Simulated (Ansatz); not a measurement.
**Is Mo3AuN antiperovskite a stable metal?**

The plan: relax Mo3AuN antiperovskite, check its phonons, and, if the lattice is stable, compute its Eliashberg function and ρ(T).

Calculated with Ansatz 0.2.0; DFT PBEsol, scalar-relativistic, plane waves, PAW.

The structure was built from a prototype and need not be the compound's stable phase.

**1. Starting point**

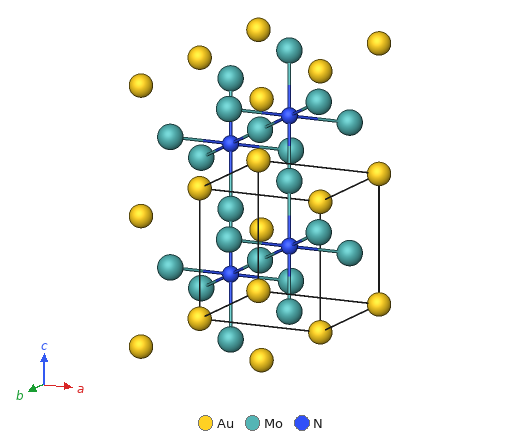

The cell as given, from a free direction (gold yellow, molybdenum teal, nitrogen blue). 1×2×2 cells are drawn. Some periodic images of atoms are drawn too.

**2. Relaxation**

Lattice constant and positions set the bands and the force constants, so the cell is relaxed first.

The input, input.yaml:

```yaml
crystal:
  lattice:
    - [4.07891, 0.0, 0.0]
    - [0.0, 4.07891, 0.0]
    - [0.0, 0.0, 4.07891]
  atoms:
    - { symbol: Au, position: [0.0, 0.0, 0.0] }
    - { symbol: Mo, position: [0.5, 0.5, 0.0] }
    - { symbol: Mo, position: [0.5, 0.0, 0.5] }
    - { symbol: Mo, position: [0.0, 0.5, 0.5] }
    - { symbol: "N", position: [0.5, 0.5, 0.5] }
kpoints:
  mp_grid: { grid: [6, 6, 6] }
hamiltonian:
  xc: pbesol
scf:
  occupations: { method: gaussian, width: 0.1 }
output:
  forces: true
  stress: true
  eigenvalues: true
relax:
  adjacent_minimum: "off"
  f_tol: 0.005
  max_steps: 80
  cell: { stress_tol: 0.05 }
```

Started as:

```console
$ ansatz run input.yaml --threads 4 --pin off --max-ram 16384MiB --backend cpu --events-out ev --progress --plain --runs-dir out
```

Numbers of over 12 decimals in the logs are rounded to 6 here.

Log:

```text
Engine: ansatz 0.2.0, aarch64-unknown-linux-gnu
Pseudopotentials: kind: paw
Pseudopotential: Au, paw, valence charge 19, recommended cutoff 420 eV (normal), Au.paw.azcp
Pseudopotential: Mo, paw, valence charge 14, recommended cutoff 420 eV (normal), Mo.paw.azcp
Pseudopotential: N, paw, valence charge 5, recommended cutoff 420 eV (normal), N.paw.azcp
Functional definition: PBEsol
  exchange = pbesol_x
  correlation = pbesol_c
Crystal: 5 atoms, lattice volume = 67.863 Å³
Basis set: ecut = 420 eV, 1357 PW (Γ), exchange–correlation on 60×60×60 points (8 copies of the dense FFT grid, shifted against one another)
Bands: 40, of which v1, the nominal top of the filled ones, is band 33 counted from 1 (32 counted from 0)
Symmetry: 48 space group operations
Space group: Pm-3m (ITA 221), of the structure as read, at distance tolerance 4.1e-5 Å
k-points: 20 of 216
Non-local potential: Au, projectors of the file, l = 0: 3, l = 1: 2, l = 2: 2, l = 3: 1
Non-local potential: Mo, projectors of the file, l = 0: 3, l = 1: 2, l = 2: 2, l = 3: 1
Non-local potential: N, projectors of the file, l = 0: 2, l = 1: 2, l = 2: 1
PAW form: soft (Blöchl's): semilocal exchange-correlation on the pseudo side does not see the compensation charge
PAW frozen core: Au, regenerated for the run's functional, and the local potential with it (the file was generated under x = pbe(κ = 0.804, μ = 0.219515), c = pbe(β = 0.066725))
PAW frozen core: Mo, regenerated for the run's functional, and the local potential with it (the file was generated under x = pbe(κ = 0.804, μ = 0.219515), c = pbe(β = 0.066725))
PAW frozen core: N, regenerated for the run's functional, and the local potential with it (the file was generated under x = pbe(κ = 0.804, μ = 0.219515), c = pbe(β = 0.066725))
PAW one-centre angular grid: Au, 590 points (default); XC on 64 Gauss nodes
PAW one-centre angular grid: Mo, 590 points (default); XC on 64 Gauss nodes
PAW one-centre angular grid: N, 110 points (default); XC on 64 Gauss nodes
Initial density: superposition of atomic densities (neutral atoms: chi_scale 0, normalization atom), corrected by the library's trained network
Initial wavefunctions: pseudopotential atomic-orbital guess
Functional: x = pbesol(κ = 0.804, μ = 0.123457), c = pbesol(β = 0.046)
SCF iter   1: F=—  HF=-28078.987648 eV  |F-HF|=—  |Δ(HF+E_count)|=         —  Δρ=1.07e-2  dr2=6.90e-2  ethr=1.77e-3  ⟨swp⟩=5.2  Hψ=2815  notcnv=0
preconditioner: auto → Kerker (q_TF=auto, 2.716 Å⁻¹)  [metal: Δε(μ)=0.024 eV  Ē_g=6.732 eV  σ=0.100 eV  W_gap=0.13  n_scr=26 (ndim 8)  ℏωp=26.3 eV  f_vac=0.000  D(μ)=4.71/eV (n_scr^D=56)]
SCF iter   2: F=—  HF=-28078.975777 eV  |F-HF|=—  |Δ(HF+E_count)|=   1.19e-2  Δρ=4.80e-3  dr2=1.34e-2  ethr=1.05e-4  ⟨swp⟩=1.2  Hψ=967  notcnv=0
SCF iter   3: F=—  HF=-28078.972979 eV  |F-HF|=—  |Δ(HF+E_count)|=   2.80e-3  Δρ=8.49e-4  dr2=5.31e-4  ethr=2.04e-5  ⟨swp⟩=2.0  Hψ=997  notcnv=0
SCF iter   4: F=—  HF=-28078.972890 eV  |F-HF|=—  |Δ(HF+E_count)|=   8.88e-5  Δρ=1.51e-4  dr2=2.38e-5  ethr=8.04e-7  ⟨swp⟩=2.0  Hψ=1354  notcnv=0
SCF iter   5: F=—  HF=-28078.972955 eV  |F-HF|=—  |Δ(HF+E_count)|=   6.52e-5  Δρ=3.78e-5  dr2=1.88e-6  ethr=3.61e-8  ⟨swp⟩=2.0  Hψ=1072  notcnv=0
SCF iter   6: F=-28078.972955 eV  HF=-28078.972955 eV  |F-HF|=1.68e-8  |Δ(HF+E_count)|=   4.57e-7  Δρ=6.66e-6  dr2=3.10e-8  ethr=1.52e-10  ⟨swp⟩=6.8  Hψ=3623  notcnv=0
SCF 1 converged in 6 iterations: F = -28078.972955 eV  dr2 = 3.10e-8
  greatest PAW one-centre occupation: 1.001 electrons in one spin orbital (limit 2), on the Au atom at site 0 (counted from 0), in its partial waves of l = 0
relax step   1: F+E_penalty+E_count = -28078.97295471 eV  Δ(F+E_penalty+E_count) = +0.000e0 eV  max|allowed force component| = 1.990e-28 eV/Å  Δτ_max = 0.0000 Å  P = +1.227 GPa  Ω = 67.863 Å³  (6 SCF iters, dr2 threshold 1.00e-7 eV, accepted)
Crystal: 5 atoms, lattice volume = 68.360 Å³
Initial density: handed on by an earlier stage of this run
Initial wavefunctions: those handed on with the density
iter 1 solved again at ethr=4.67e-6 eV; its pass at ethr=3.10e-3 eV (dr2=3.08e-3 eV) is discarded
SCF iter   1: F=—  HF=-28078.973563 eV  |F-HF|=—  |Δ(HF+E_count)|=         —  Δρ=1.73e-3  dr2=3.32e-3  ethr=4.67e-6  ⟨swp⟩=2.3  Hψ=3325  notcnv=0
preconditioner: auto → Kerker (q_TF=auto, 2.712 Å⁻¹)  [metal: Δε(μ)=0.020 eV  Ē_g=6.729 eV  σ=0.100 eV  W_gap=0.11  n_scr=26 (ndim 8)  ℏωp=26.2 eV  f_vac=0.000  D(μ)=4.56/eV (n_scr^D=56)]
SCF iter   2: F=—  HF=-28078.973072 eV  |F-HF|=—  |Δ(HF+E_count)|=   4.90e-4  Δρ=7.63e-4  dr2=8.39e-4  ethr=4.67e-6  ⟨swp⟩=2.0  Hψ=907  notcnv=0
SCF iter   3: F=—  HF=-28078.972900 eV  |F-HF|=—  |Δ(HF+E_count)|=   1.73e-4  Δρ=1.85e-4  dr2=5.51e-5  ethr=1.27e-6  ⟨swp⟩=2.0  Hψ=1003  notcnv=0
SCF iter   4: F=—  HF=-28078.972971 eV  |F-HF|=—  |Δ(HF+E_count)|=   7.15e-5  Δρ=4.23e-5  dr2=1.48e-6  ethr=8.35e-8  ⟨swp⟩=2.0  Hψ=1089  notcnv=0
iter 5 did not close the SCF: its close was put off for the readings that it lacked (scf_convergence_deferred on its scf_iter line)
SCF iter   5: F=-28078.972971 eV  HF=-28078.972971 eV  |F-HF|=7.80e-8  |Δ(HF+E_count)|=   4.99e-7  Δρ=1.18e-5  dr2=1.13e-7  ethr=2.24e-9  ⟨swp⟩=2.0  Hψ=1454  notcnv=0
SCF iter   6: F=-28078.972971 eV  HF=-28078.972971 eV  |F-HF|=1.56e-9  |Δ(HF+E_count)|=   1.88e-8  Δρ=2.13e-6  dr2=3.02e-9  ethr=1.71e-10  ⟨swp⟩=2.0  Hψ=2469  notcnv=0
SCF 2 converged in 6 iterations: F = -28078.972971 eV  dr2 = 3.02e-9
relax step   2: F+E_penalty+E_count = -28078.97297074 eV  Δ(F+E_penalty+E_count) = -1.602e-5 eV  max|allowed force component| = 8.393e-29 eV/Å  Δτ_max = 0.0000 Å  P = -0.873 GPa  Ω = 68.360 Å³  energy of the carried Pulay correction = -5.112e-4 eV  (6 SCF iters, dr2 threshold 5.00e-7 eV, accepted)
Crystal: 5 atoms, lattice volume = 68.153 Å³
iter 1 solved again at ethr=8.05e-7 eV; its pass at ethr=3.10e-3 eV (dr2=5.31e-4 eV) is discarded
SCF iter   1: F=—  HF=-28078.973802 eV  |F-HF|=—  |Δ(HF+E_count)|=         —  Δρ=7.14e-4  dr2=5.68e-4  ethr=8.05e-7  ⟨swp⟩=2.2  Hψ=3260  notcnv=0
preconditioner: auto → Kerker (q_TF=auto, 2.714 Å⁻¹)  [metal: Δε(μ)=0.026 eV  Ē_g=6.743 eV  σ=0.100 eV  W_gap=0.14  n_scr=26 (ndim 8)  ℏωp=26.2 eV  f_vac=0.000  D(μ)=4.61/eV (n_scr^D=56)]
SCF iter   2: F=—  HF=-28078.973722 eV  |F-HF|=—  |Δ(HF+E_count)|=   8.00e-5  Δρ=3.15e-4  dr2=1.44e-4  ethr=8.05e-7  ⟨swp⟩=2.0  Hψ=883  notcnv=0
SCF iter   3: F=—  HF=-28078.973759 eV  |F-HF|=—  |Δ(HF+E_count)|=   3.63e-5  Δρ=7.73e-5  dr2=9.79e-6  ethr=2.18e-7  ⟨swp⟩=2.0  Hψ=998  notcnv=0
iter 4 did not close the SCF: its close was put off for the readings that it lacked (scf_convergence_deferred on its scf_iter line)
SCF iter   4: F=-28078.973756 eV  HF=-28078.973756 eV  |F-HF|=1.49e-7  |Δ(HF+E_count)|=   2.80e-6  Δρ=1.78e-5  dr2=2.43e-7  ethr=1.48e-8  ⟨swp⟩=2.0  Hψ=1090  notcnv=0
iter 5 did not close the SCF: its close was put off for the readings that it lacked (scf_convergence_deferred on its scf_iter line)
SCF iter   5: F=-28078.973756 eV  HF=-28078.973756 eV  |F-HF|=1.24e-8  |Δ(HF+E_count)|=   8.03e-8  Δρ=4.57e-6  dr2=1.76e-8  ethr=3.69e-10  ⟨swp⟩=2.0  Hψ=1454  notcnv=0
SCF iter   6: F=-28078.973756 eV  HF=-28078.973756 eV  |F-HF|=1.96e-10  |Δ(HF+E_count)|=   3.38e-9  Δρ=7.57e-7  dr2=3.96e-10  ethr=2.67e-11  ⟨swp⟩=1.2  Hψ=2342  notcnv=0
SCF 3 converged in 6 iterations: F = -28078.973756 eV  dr2 = 3.96e-10
relax step   3: F+E_penalty+E_count = -28078.97375577 eV  Δ(F+E_penalty+E_count) = -7.850e-4 eV  max|allowed force component| = 1.041e-29 eV/Å  Δτ_max = 0.0000 Å  P = -0.007 GPa  Ω = 68.153 Å³  energy of the carried Pulay correction = -2.982e-4 eV  (6 SCF iters, dr2 threshold 5.00e-7 eV, accepted)
Initial wavefunctions: pseudopotential atomic-orbital guess (no wavefunctions were taken with the density)
iter 1 solved again at ethr=5.29e-8 eV; its pass at ethr=3.10e-3 eV (dr2=3.49e-5 eV) is discarded
SCF iter   1: F=—  HF=-28078.974053 eV  |F-HF|=—  |Δ(HF+E_count)|=         —  Δρ=1.22e-4  dr2=2.35e-7  ethr=5.29e-8  ⟨swp⟩=3.5  Hψ=4832  notcnv=0
preconditioner: auto → Kerker (q_TF=auto, 2.714 Å⁻¹)  [metal: Δε(μ)=0.025 eV  Ē_g=6.745 eV  σ=0.100 eV  W_gap=0.14  n_scr=26 (ndim 8)  ℏωp=26.2 eV  f_vac=0.000  D(μ)=4.60/eV (n_scr^D=56)]
SCF iter   2: F=—  HF=-28078.974133 eV  |F-HF|=—  |Δ(HF+E_count)|=   7.96e-5  Δρ=6.21e-5  dr2=6.55e-8  ethr=3.56e-10  ⟨swp⟩=2.5  Hψ=1428  notcnv=0
SCF iter   3: F=—  HF=-28078.974134 eV  |F-HF|=—  |Δ(HF+E_count)|=   1.18e-6  Δρ=3.46e-6  dr2=5.02e-9  ethr=9.92e-11  ⟨swp⟩=2.0  Hψ=990  notcnv=0
SCF iter   4: F=—  HF=-28078.974134 eV  |F-HF|=—  |Δ(HF+E_count)|=  6.18e-11  Δρ=1.26e-6  dr2=8.13e-10  ethr=7.61e-12  ⟨swp⟩=2.0  Hψ=988  notcnv=0
iter 5 did not close the SCF: its close was put off for the readings that it lacked (scf_convergence_deferred on its scf_iter line)
SCF iter   5: F=-28078.974134 eV  HF=-28078.974134 eV  |F-HF|=1.46e-11  |Δ(HF+E_count)|=  1.27e-10  Δρ=1.36e-7  dr2=8.60e-12  ethr=1.23e-12  ⟨swp⟩=2.0  Hψ=1049  notcnv=0
SCF iter   6: F=-28078.974134 eV  HF=-28078.974134 eV  |F-HF|=1.09e-11  |Δ(HF+E_count)|=  3.64e-12  Δρ=4.44e-8  dr2=1.01e-12  ethr=1.00e-12  ⟨swp⟩=2.9  Hψ=2414  notcnv=0
SCF 4 converged in 6 iterations: F = -28078.974134 eV  dr2 = 1.01e-12
relax step   4: F+E_penalty+E_count = -28078.97413382 eV  Δ(F+E_penalty+E_count) = -3.780e-4 eV  max|allowed force component| = 1.199e-29 eV/Å  Δτ_max = 0.0000 Å  P = -0.001 GPa  Ω = 68.153 Å³  stress off target by 6.36e-4 GPa  SCF on the basis re-selected at this cell (its energy is not comparable with the rows above)  (6 SCF iters)
basis re-selected at this cell: Δ(F+E_penalty+E_count) = -3.780e-4 eV, ΔP = +0.006 GPa vs the last step (what re-selecting the basis moved, of the pressure what is left beyond the Pulay correction that the steps carried, after the strain that the cell walked since its last selection, with what the two solves' SCF thresholds leave and, on support functions, any second-order correction that the steps lacked; it is no m [...]
SCF converged after 6 iterations
Free energy (F): -28078.974134 eV
Harris-Foulkes:  -28078.974134 eV  (|F-HF|=1.09e-11)
Internal energy: -28078.951149 eV  (E = F + TS)
E sigma→0 (E₀):  -28078.962641 eV
Entropy (-TS):   -0.022985 eV (-4.597 meV/atom)
Fermi energy:    20.957484 eV
--- Per-component energies (eV) ---
  E_band       = -348.145953
  E_kinetic    = 2063.173315
  E_local      = -4262.371705  (includes V_loc(G=0)·N_el)
  E_nonlocal   = 553.700472
  E_hartree    = 1575.868546
  E_xc         = -835.835537
  E_vxc        = -1039.477529  (∫ρ·V_xc dr)
  E_paw        = -19117.586714  (= ΣΔE_a)
  E_vpaw       = -814.909226  (= ΣTr[D̂ρ^β])
  E_aug_tail   = 0.001634  (compensation charges beyond the density's cutoff)
  E_ewald      = -8056.866636
  E_core_change = 0.965476  (= ΣΔE_core)
  E_smearing   = -0.022985  (= −TS)
  E_closure    = 0.000000  (closes the sum)
  Σ components = -28078.974134   (vs F -28078.974134, Δ=0.00e0)
--- Forces (eV/Å), atoms counted from 1 ---
  atom   1  Au    -0.00000000    -0.00000000    -0.00000000
  atom   2  Mo    -0.00000000    -0.00000000     0.00000000
  atom   3  Mo    -0.00000000     0.00000000     0.00000000
  atom   4  Mo     0.00000000     0.00000000     0.00000000
  atom   5  N      0.00000000    -0.00000000     0.00000000
  max |Σ_I F_I| component: 2.42e-29 eV/Å
--- Stress (GPa, compression-positive) ---
       -0.000636       0.000000      -0.000000
        0.000000      -0.000636      -0.000000
       -0.000000      -0.000000      -0.000636
  P = ⅓ Tr σ = -0.0006 GPa (-0.006 kbar)
--- Band table (eV; the first three rows and the last of 20) ---
  k-point 0: bands = [... 29 lower, 19.8521, 19.8521, 22.1322, 22.1322, 22.4132, 22.4132, 22.4132, 24.0272, ... 3 higher]
  k-point 1: bands = [... 29 lower, 19.4990, 19.9675, 21.5684, 21.5684, 21.7395, 22.0668, 22.3463, 23.6137, ... 3 higher]
  k-point 2: bands = [... 29 lower, 18.2859, 20.3261, 20.6659, 20.9981, 20.9981, 21.8641, 22.2300, 22.6918, ... 3 higher]
  k-point 19: bands = [... 29 lower, 20.7530, 20.7530, 20.7530, 20.9095, 20.9095, 20.9095, 22.7020, 22.7020, ... 3 higher]
--- Relaxed structure (3 steps of the walk, 3 accepted, 1 SCFs on fresh bases) ---
  F+E_penalty+E_count = -28078.97413382 eV   max|allowed force component| = 1.199e-29 eV/Å   (the final SCF, on the basis selected at the relaxed cell)
  cell:  # Å, volume = 68.1526 Å³
    - [4.084706, 0, 0]
    - [0, 4.084706, 0]
    - [0, 0, 4.084706]
  atoms:
    - { symbol: Au, position: [0, 0, 0] }
    - { symbol: Mo, position: [0.5, 0.5, 0] }
    - { symbol: Mo, position: [0.5, 0, 0.5] }
    - { symbol: Mo, position: [0, 0.5, 0.5] }
    - { symbol: N, position: [0.5, 0.5, 0.5] }
```

Elapsed: 3.8 s, on 4 threads of Arm Neoverse V1, shared host; peak memory 0.42 GiB; 13 s of CPU time.

The steps of the relaxation:

```
step  energy less that of the first step (eV)  largest force component (eV/Å)  pressure (GPa)  volume (Å³)
   1                                   0.0000                          0.0000            1.23        67.86
   2                                   0.0000                          0.0000           -0.87        68.36
   3                                  -0.0008                          0.0000           -0.01        68.15
  4*                                  -0.0012                          0.0000            0.00        68.15
```

Relaxation steps marked * repeat the geometry before them on a plane-wave basis chosen anew for their cell, so energy and pressure can jump there.

Forces are held to the 48 operations that the run works with; a distortion that breaks them can't arise in this run.

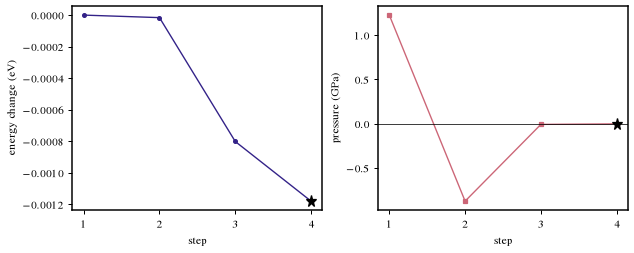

Energy and pressure along the relaxation. Stars mark steps on a basis chosen anew.

```
conventional cell, symmetrised  before  after  change
                         a (Å)   4.079  4.085  +0.1 %
                         b (Å)   4.079  4.085  +0.1 %
                         c (Å)   4.079  4.085  +0.1 %
              volume (Å³/atom)   13.57  13.63  +0.4 %
```

Final coordinates:

```cif
data_structure
_symmetry_space_group_name_H-M 'P 1'
_symmetry_Int_Tables_number 1
_cell_length_a 4.0847
_cell_length_b 4.0847
_cell_length_c 4.0847
_cell_angle_alpha 90.000
_cell_angle_beta 90.000
_cell_angle_gamma 90.000
_cell_volume 68.15
loop_
_atom_site_label
_atom_site_type_symbol
_atom_site_fract_x
_atom_site_fract_y
_atom_site_fract_z
_atom_site_occupancy
Au1 Au 0.00000 0.00000 0.00000 1
Mo2 Mo 0.50000 0.50000 0.00000 1
Mo3 Mo 0.50000 0.00000 0.50000 1
Mo4 Mo 0.00000 0.50000 0.50000 1
N5 N 0.50000 0.50000 0.50000 1
```

This step gave:

| Quantity | Value |
| --- | --- |
| pressure | -6.36e-4 GPa |
| volume per atom | 13.63 Å³ |
| metallic on mesh | yes |
| gap on the k-mesh | 0 eV |

The largest force is now zero by symmetry and the largest stress component 6.4e-4 GPa, small enough for phonons.

(Part 1 of 2 ends here.)

[Logs are printed without paths, hosts, clocks, repeated set-up lines and the standing remarks that a program may print on its own settings, such as how far it seeks lower states.]

[Hosts, paths, dates, database ids (printed as entryN), source tags and the programs' standing remarks are cut or masked in the printed files.]
